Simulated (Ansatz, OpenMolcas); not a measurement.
# SiN2H6O (SMILES N[SiH](N)O): the vertical ionisation energy, rung by rung

The species is SiN2H6O (10 atoms), meant as a singlet with charge 0. As SMILES, `N[SiH](N)O`. The coordinates come from a PBE0-D4/def2-TZVP relaxation. This is one conformer, not always the lowest.

Quantity: the vertical ionisation energy (to the doublet cation), in eV. The values are calculated.

| level | kind | program | value (eV) | less CCSD(T)/def2-SVP | CPU time (all runs) |
| --- | --- | --- | --- | --- | --- |
| PBE/def2-SVP | GGA | Ansatz | 8.89 | -0.70 | 27 s |
| revPBE/def2-SVP | GGA | OpenMolcas | 8.85 | -0.74 | 2.3 min |
| PBE0/def2-SVP | global hybrid | OpenMolcas | 9.39 | -0.20 | 94 s |
| r2SCAN0/def2-SVP | hybrid meta-GGA | Ansatz | 9.52 | -0.07 | 59 s |
| wB97X/def2-SVP | range-separated hybrid | Ansatz | 9.76 | +0.17 | 2 min |
| B2PLYP/def2-SVP | double hybrid | Ansatz | 9.64 | +0.05 | 50 s |
| RPA@PBE0/def2-SVP | RPA | Ansatz | 9.24 | -0.35 | 59 s |
| CCSD(T)/def2-SVP | coupled cluster or CI | Ansatz | 9.59 | 0.00 | 2.6 min |

CCSD(T)/def2-SVP is the highest level here, not the true value. The values span 8.85 to 9.76 eV. The second state's dipole differs much between rows, so they may not all be the same state. Times are those of the runs behind each value, whatever else they computed, on shared processors of several kinds: orders of magnitude only.

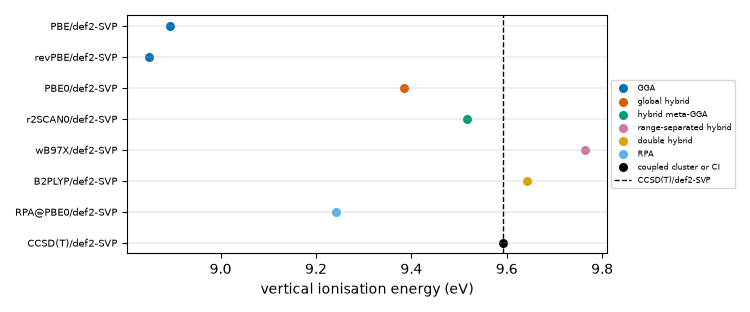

The values of the table, level by level.
